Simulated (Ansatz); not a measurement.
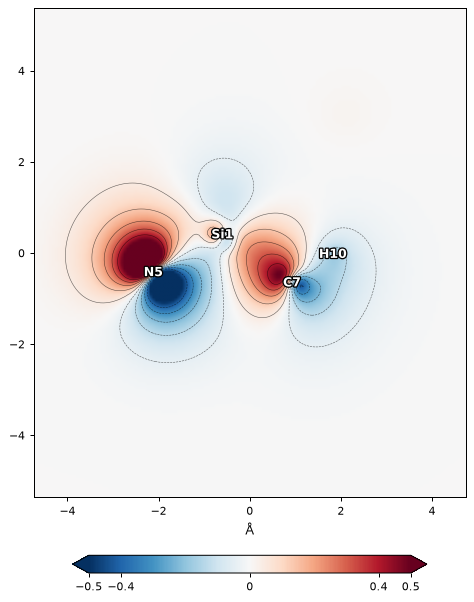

Figure 1: CH₇NSi···H₂. The HOMO on the plane of atoms N5, Si1 and C7 (values in Å⁻³ᐟ²; the overall sign is arbitrary).

The product side of a reaction path; geometry: PBE0-D4/def2-TZVP.

Computed with Ansatz, RKS PBE0-D4/def2-TZVPP.

The calculation's input:

```
crystal:
  periodic: [false, false, false]
  atoms:
    - {symbol: Si, position_ang: [0.399822, 0.114608, -0.427152]}
    - {symbol: H, position_ang: [0.459173, -2.866227, 1.186210]}
    - {symbol: H, position_ang: [0.130317, -1.233194, -1.001106]}
    - {symbol: H, position_ang: [1.693251, 0.097001, 0.309625]}
    - {symbol: N, position_ang: [0.594810, 1.191809, -1.754718]}
    - {symbol: H, position_ang: [0.508532, -2.951456, 1.926069]}
    - {symbol: C, position_ang: [-0.967196, 0.524104, 0.782841]}
    - {symbol: H, position_ang: [-0.069643, 1.201188, -2.510854]}
    - {symbol: H, position_ang: [1.006047, 2.101014, -1.622361]}
    - {symbol: H, position_ang: [-1.007045, -0.220716, 1.583057]}
    - {symbol: H, position_ang: [-1.941414, 0.538572, 0.287064]}
    - {symbol: H, position_ang: [-0.806653, 1.503397, 1.241423]}
basis:
  gaussian: {orbitals: def2-TZVPP}
hamiltonian: {xc: pbe0, dispersion: d4}
output: {orbitals: {seedname: orbitals}}
```

Command:

```sh
ansatz run in.yaml --threads 4 --pin off --events-out ev --progress --plain --max-ram 9574MiB
```

Q: Describe this orbital and give its energy.

A: By Hirshfeld shares it lies mainly on N5 (about 60 %), Si1 (about 10 %) and C7 (about 10 %). Its energy is −7.20 eV.
